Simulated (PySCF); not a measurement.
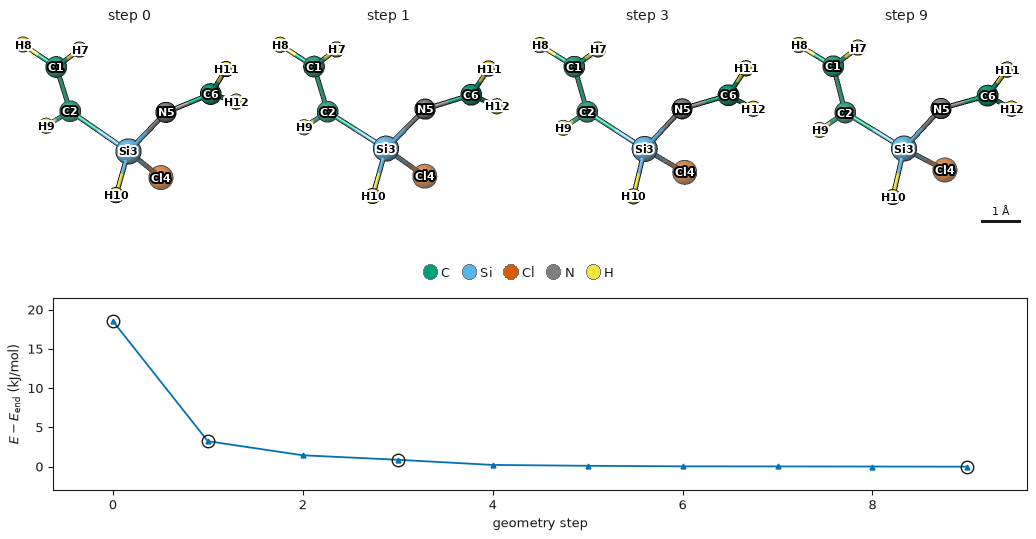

Frames of a relaxation of C₃H₆ClNSi, marked on the history of the run. A ball-and-stick model, seen at a tilt.

The start comes from GFN2-xTB. Its atoms were then displaced at random by about 0.01 Å.

Theory: PBE0-D3(BJ)/def2-SVP geometry optimisation, gas phase in PySCF. 

What happens along the run?

After 9 geometry steps the energy has fallen by 18.5 kJ/mol. The largest move after the best rigid fit is that of Cl4, 0.27 Å. By element the largest moves are Cl 0.27 Å, H 0.19 Å, N 0.13 Å, Si 0.09 Å, C 0.07 Å. Among the contacts that change: Si3–Cl4 2.011 → 2.089 Å, C2–Si3 1.895 → 1.853 Å, Si3–H10 1.445 → 1.486 Å, Si3–N5 1.712 → 1.741 Å. Among the angles between lasting bonds that change: Si3–N5–C6 133.7° → 126.9°, Cl4–Si3–N5 116.7° → 111.3°, N5–Si3–H10 104.6° → 108.3°. From step 0 to 1: Cl and H atoms move most (0.13 Å), energy −15.3 kJ/mol. From step 1 to 3: Cl4 moves most (0.11 Å), energy −2.37 kJ/mol. From step 3 to 9: H9 moves most (0.11 Å), energy −0.88 kJ/mol.

```csv
step,"E − E(0), kJ/mol"
0,0.00
1,-15.30
2,-17.10
3,-17.67
4,-18.33
5,-18.43
6,-18.51
7,-18.51
8,-18.53
9,-18.55
```
